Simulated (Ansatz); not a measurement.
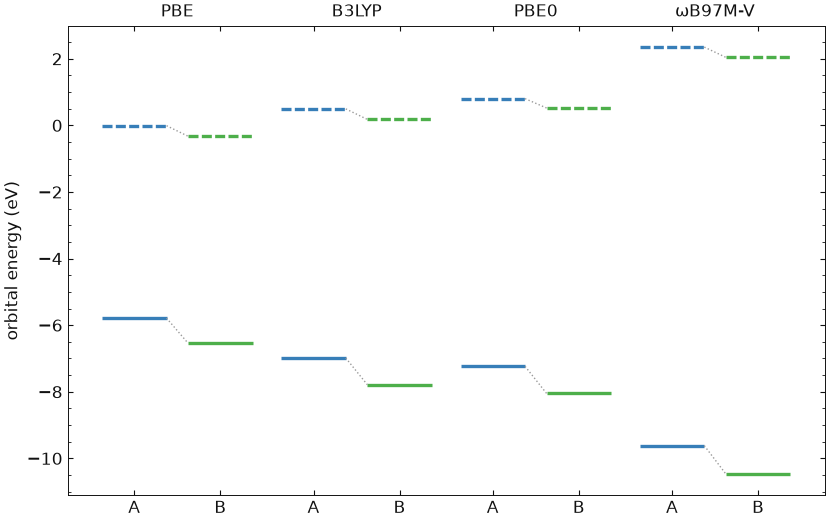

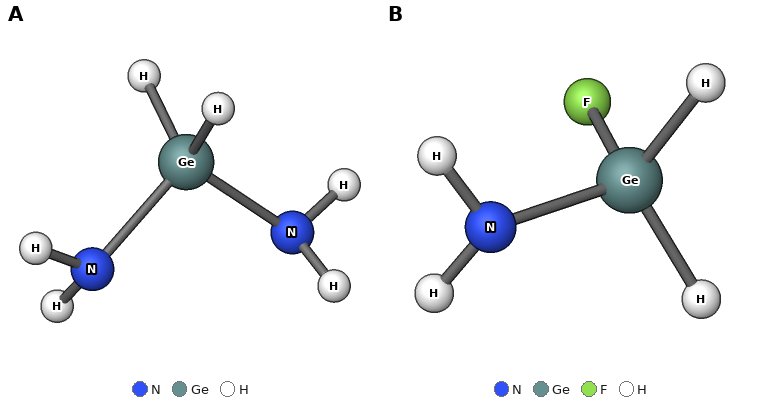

One change: A, GeN₂H₆ (SMILES [NH2][GeH2][NH2]), becomes B, GeNH₄F (SMILES [NH2][GeH2][F]). NH₂ on Ge is replaced by F. HOMO (solid) and LUMO (dashed) computed in def2-TZVPP at PBE0-D4/def2-TZVP geometries, both minima by their frequencies, gas phase, the Ansatz code. Empty levels above zero depend strongly on the basis.

### What does the change do to HOMO and LUMO?

PBE: the HOMO falls by 0.75 eV, the LUMO falls by 0.32 eV, and the separation goes from 5.78 to 6.21 eV. B3LYP: the HOMO falls by 0.80 eV, the LUMO falls by 0.32 eV, and the separation goes from 7.48 to 7.97 eV. PBE0: the HOMO falls by 0.81 eV, the LUMO falls by 0.28 eV, and the separation goes from 8.04 to 8.57 eV. ωB97M-V: the HOMO falls by 0.85 eV, the LUMO falls by 0.31 eV, and the separation goes from 11.97 to 12.51 eV.

### Do the functionals agree on the effect?

They agree on the direction for both levels; the HOMO shift lies between −0.85 and −0.75 eV and the LUMO shift between −0.32 and −0.28 eV, while the separations themselves differ by up to 6.3 eV between functionals.
